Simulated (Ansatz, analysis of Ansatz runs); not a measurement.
## Can an added electron hop between Mn atoms in Li2MnO3 (C2/m)?

Question: does an added electron stay on the Mn atom where it is started in Li2MnO3 (C2/m), and if so, how high is the barrier for a hop to another Mn site nearby? Model: a cell of 96 host atoms.

Calculated with Ansatz 0.2.0; plane-wave PAW DFT, PBEsol+U; relaxation of all atoms of a supercell at fixed charge in a uniform background; PAW set soft_1.

## Step 1: Set-up

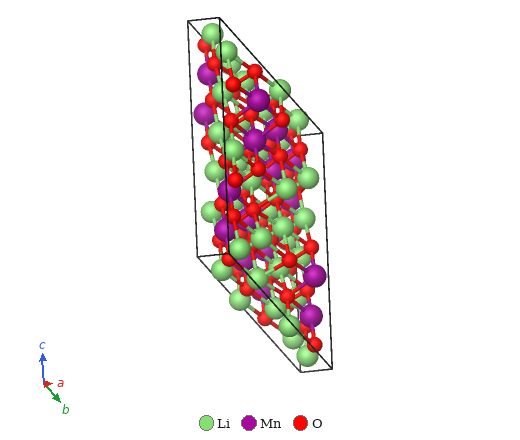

Start, viewed from a free direction; lithium green, manganese purple, oxygen red. Some periodic images of atoms are drawn too.

The cell holds 96 atoms: 32 Li, 16 Mn and 48 O. Its edges and angles: a = 11.765 Å, b = 10.274 Å, c = 11.765 Å, α = 127.4°, β = 87.1°, γ = 126.5°. It derives from Li2MnO3 (space group C2/m). Nearest the centre at fractional (0.125, 0.125, 0.250): O67 at 1.27 Å, O87 at 1.27 Å, Mn33 at 1.42 Å, Mn41 at 1.42 Å, O74 at 2.44 Å, O89 at 2.44 Å, O49 at 2.44 Å, O57 at 2.44 Å.

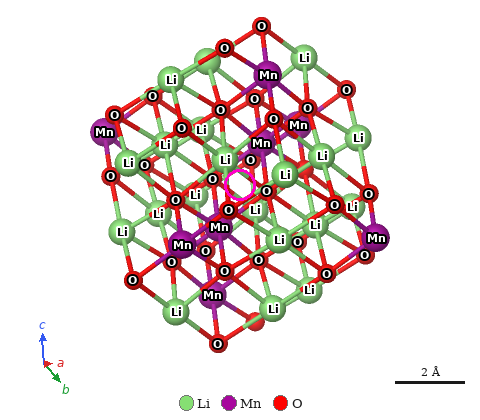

The atoms within 5 Å of the centre. A ring marks the centre wherever it is empty.

Hubbard terms: Mn d 5.0 eV. They were chosen, not fitted, to curb self-interaction in the shells named, the trial site's among them. The two sites are Mn41 and Mn33. The cell's shortest repeat is 9.9 Å. The host's moments were started ferromagnetic, high spin; both sites carry the same spin direction.

## Step 2: The cell without the carrier

The neutral cell is relaxed first, from small random displacements, so that bond lengths and moments with the carrier can be set beside those of a relaxed cell without it.

Contents of neutral.relax/input.yaml:

```yaml
crystal:
  lattice:
    - [-6.59624373, 8.52410623, 4.71522419]
    - [3.26296285, -8.52410623, 4.71677358]
    - [6.59624373, 8.52410623, -4.71522419]
  atoms:
    - { symbol: Li, position: [0.0, 0.25, 0.25] }
    - { symbol: Li, position: [0.0, 0.75, 0.75] }
    - { symbol: Li, position: [0.25, 0.0, 0.25] }
    - { symbol: Li, position: [0.25, 0.5, 0.75] }
[... 4 atom lines left out ...]
    - { symbol: Li, position: [0.0, 0.0, 0.5] }
    - { symbol: Li, position: [0.0, 0.5, 0.0] }
    - { symbol: Li, position: [0.25, 0.25, 0.0] }
    - { symbol: Li, position: [0.25, 0.75, 0.5] }
[... 1 atom line left out ...]
    - { symbol: Li, position: [0.5, 0.5, 0.5] }
[... 1 atom line left out ...]
    - { symbol: Li, position: [0.75, 0.75, 0.0] }
[... 1 atom line left out ...]
    - { symbol: Li, position: [0.080618, 0.75, 0.330618] }
[... 1 atom line left out ...]
    - { symbol: Li, position: [0.330618, 0.5, 0.330618] }
[... 2 atom lines left out ...]
    - { symbol: Li, position: [0.830618, 0.0, 0.330618] }
    - { symbol: Li, position: [0.830618, 0.5, 0.830618] }
[... 1 atom line left out ...]
    - { symbol: Li, position: [0.169382, 0.5, 0.169382] }
    - { symbol: Li, position: [0.419382, 0.25, 0.169382] }
    - { symbol: Li, position: [0.419382, 0.75, 0.669382] }
[... 3 atom lines left out ...]
    - { symbol: Li, position: [0.919382, 0.75, 0.169382] }
    - { symbol: Mn, position: [0.08355, 0.0, 0.08355], spin: 3.0 }
    - { symbol: Mn, position: [0.08355, 0.5, 0.58355], spin: 3.0 }
    - { symbol: Mn, position: [0.33355, 0.25, 0.58355], spin: 3.0 }
[... 5 atom lines left out ...]
    - { symbol: Mn, position: [0.16645, 0.25, 0.41645], spin: 3.0 }
    - { symbol: Mn, position: [0.16645, 0.75, 0.91645], spin: 3.0 }
[... 4 atom lines left out ...]
    - { symbol: Mn, position: [0.91645, 0.0, 0.91645], spin: 3.0 }
[... 1 atom line left out ...]
    - { symbol: O, position: [0.113951, 0.223895, 0.109944] }
[... 1 atom line left out ...]
    - { symbol: O, position: [0.363951, 0.473895, 0.609944] }
    - { symbol: O, position: [0.363951, 0.973895, 0.109944] }
[... 4 atom lines left out ...]
    - { symbol: O, position: [0.136049, 0.026105, 0.390056] }
[... 4 atom lines left out ...]
    - { symbol: O, position: [0.636049, 0.526105, 0.390056] }
    - { symbol: O, position: [0.886049, 0.276105, 0.390056] }
    - { symbol: O, position: [0.886049, 0.776105, 0.890056] }
    - { symbol: O, position: [0.023176, 0.489273, 0.287788] }
[... 1 atom line left out ...]
    - { symbol: O, position: [0.273176, 0.239273, 0.287788] }
[... 4 atom lines left out ...]
    - { symbol: O, position: [0.773176, 0.739273, 0.287788] }
    - { symbol: O, position: [0.048515, 0.260727, 0.533903] }
    - { symbol: O, position: [0.048515, 0.760727, 0.033903] }
[... 3 atom lines left out ...]
    - { symbol: O, position: [0.548515, 0.760727, 0.533903] }
    - { symbol: O, position: [0.798515, 0.010727, 0.033903] }
[... 2 atom lines left out ...]
    - { symbol: O, position: [0.226824, 0.760727, 0.212212] }
[... 1 atom line left out ...]
    - { symbol: O, position: [0.476824, 0.510727, 0.212212] }
[... 2 atom lines left out ...]
    - { symbol: O, position: [0.976824, 0.010727, 0.212212] }
[... 1 atom line left out ...]
    - { symbol: O, position: [0.201485, 0.489273, 0.466097] }
    - { symbol: O, position: [0.201485, 0.989273, 0.966097] }
    - { symbol: O, position: [0.451485, 0.239273, 0.466097] }
[... 1 atom line left out ...]
    - { symbol: O, position: [0.701485, 0.489273, 0.966097] }
[... 2 atom lines left out ...]
    - { symbol: O, position: [0.951485, 0.739273, 0.466097] }
basis:
  ecutwfc: 420
  xc_grid: 2
hamiltonian:
  xc: pbesol
  hubbard:
    sites: [{ species: Mn, l: d, u_eff: 5.0 }]
    projectors: ortho-atomic
  pseudopotentials: { kind: paw, azcp: { folder: soft_1 }, xc_functional: pbe }
kpoints:
  mp_grid: { grid: [1, 1, 1] }
magnetization:
  spin_polarized: true
  initial_magnetization: 48
  spin_locking: { lock_magnetization: hard }
scf:
  occupations: { method: fermi_dirac, width: 0.01 }
  max_iter: 120
  lower_state_search: "off"
output:
  forces: true
relax:
  f_tol: 0.02
  max_steps: 70
  random_displacement: { amplitude: 0.04, seed: 3964 }
checkpoint:
  write: "../neutral.relax.run"
  compress: false
  write_wavefunctions: true
  write_every: 100000
```

Started as:

```sh
> ansatz run input.yaml --threads 8 --pin off --max-ram 18841MiB --backend cpu --events-out ev --progress --plain --runs-dir out
```

Numbers of over 12 decimals in the logs are rounded to 6 here.

Output:

```text
[... repeated set-up lines and file paths are left out, and long positions are rounded to six places ...]
Engine: ansatz 0.2.0, aarch64-unknown-linux-gnu
Pseudopotentials: kind: paw
Pseudopotential: Li, paw, valence charge 3, recommended cutoff 420 eV (normal), soft_1/Li.paw.azcp
Pseudopotential: Mn, paw, valence charge 15, recommended cutoff 420 eV (normal), soft_1/Mn.paw.azcp
Pseudopotential: O, paw, valence charge 6, recommended cutoff 420 eV (normal), soft_1/O.paw.azcp
Functional definition: PBEsol
  exchange = pbesol_x
  correlation = pbesol_c
Crystal: 96 atoms, lattice volume = 792.718 Å³
Basis set: ecut = 420 eV, 15497 PW (Γ), exchange–correlation on 160×144×160 points (8 copies of the dense FFT grid, shifted against one another)
Bands: 432, of which v1, the nominal top of the filled ones, is band 312 counted from 1 (311 counted from 0)
Symmetry: 1 space group operations
k-points: 1
Non-local potential: Li, projectors of the file, l = 0: 3, l = 1: 2, l = 2: 1
Non-local potential: Mn, projectors of the file, l = 0: 3, l = 1: 2, l = 2: 3, l = 3: 1
Non-local potential: O, projectors of the file, l = 0: 2, l = 1: 2, l = 2: 1
PAW form: soft (Blöchl's): semilocal exchange-correlation on the pseudo side does not see the compensation charge
PAW frozen core: Mn, regenerated for the run's functional, and the local potential with it (the file was generated under x = pbe(κ = 0.804, μ = 0.219515), c = pbe(β = 0.066725))
PAW frozen core: O, regenerated for the run's functional, and the local potential with it (the file was generated under x = pbe(κ = 0.804, μ = 0.219515), c = pbe(β = 0.066725))
[...]
atom  57  O      0.00021938    -0.00064237     0.00035847
  [... 9 atoms left out ...]
  atom  67  O     -0.00069959     0.00103437     0.00195903
  [... 6 atoms left out ...]
  atom  74  O     -0.00094522    -0.00091666     0.00105173
  [... 12 atoms left out ...]
  atom  87  O      0.00089195     0.00030282    -0.00101703
  [... 1 atom left out ...]
  atom  89  O      0.00045913     0.00068877    -0.00007654
  [... 7 atoms left out ...]
  max |Σ_I F_I| component: 3.93e-5 eV/Å
--- Band table (eV) ---
  k-point 0 ↑: bands = ["-73.7101", "-73.7084", "-73.7081", "-73.7054", [... 424 left out ...] "20.9089", "21.0725", "21.0730", "21.0898"]
  k-point 0 ↓: bands = ["-70.1520", "-70.1501", "-70.1498", "-70.1466", [... 424 left out ...] "21.0954", "21.1657", "21.2732", "21.2734"]
Occupation matrices written to <dir>
--- Relaxed structure (4 steps of the walk, 4 accepted, 0 SCFs on fresh bases) ---
  F+E_penalty+E_count = -95337.55759027 eV   max|allowed force component| = 3.039e-3 eV/Å
  atoms:
    - { symbol: Li, position: [-6.041574962086255e-5, 0.249697, 0.249872] }
    - { symbol: Li, position: [-8.351866281458896e-5, 0.749730, 0.749878] }
    - { symbol: Li, position: [0.249902, -0.000308, 0.249853] }
[...]
- { symbol: Mn, position: [0.083427, -0.000299, 0.083358] }
[...]
- { symbol: Mn, position: [0.166431, 0.249718, 0.416348] }
[...]
- { symbol: O, position: [0.114193, 0.224444, 0.110318] }
[...]
- { symbol: O, position: [0.135670, 0.024981, 0.389392] }
    [... 9 atoms left out ...]
    - { symbol: O, position: [0.273861, 0.239494, 0.287898] }
    [... 6 atoms left out ...]
    - { symbol: O, position: [0.048187, 0.759918, 0.034024] }
    [... 12 atoms left out ...]
    - { symbol: O, position: [0.975981, 0.009917, 0.211793] }
    [... 1 atom left out ...]
    - { symbol: O, position: [0.201653, 0.489488, 0.465684] }
    [... 7 atoms left out ...]
[key lines of the parts left out:]
SCF converged after 9 iterations
Magnetization: 48.0000 μB (336.0000 up, 288.0000 down)
Free energy (F): -95337.557590 eV
Fermi energy:    8.354504 (↑ 8.354504, ↓ 8.970423) eV
```

Elapsed: 47 s, on 8 threads of Arm Neoverse V2, shared host; peak memory 2.5 GiB.

The largest displacement from an ideal site is 0.007 Å.

(Part 1 of 3 ends here.)

[Logs are printed without paths, hosts, clocks, repeated set-up lines and the standing remarks that a program may print on its own settings, such as how far it seeks lower states.]

[Hosts, paths, dates, database ids (printed as entryN), source tags and the programs' standing remarks are cut or masked in the printed files.]
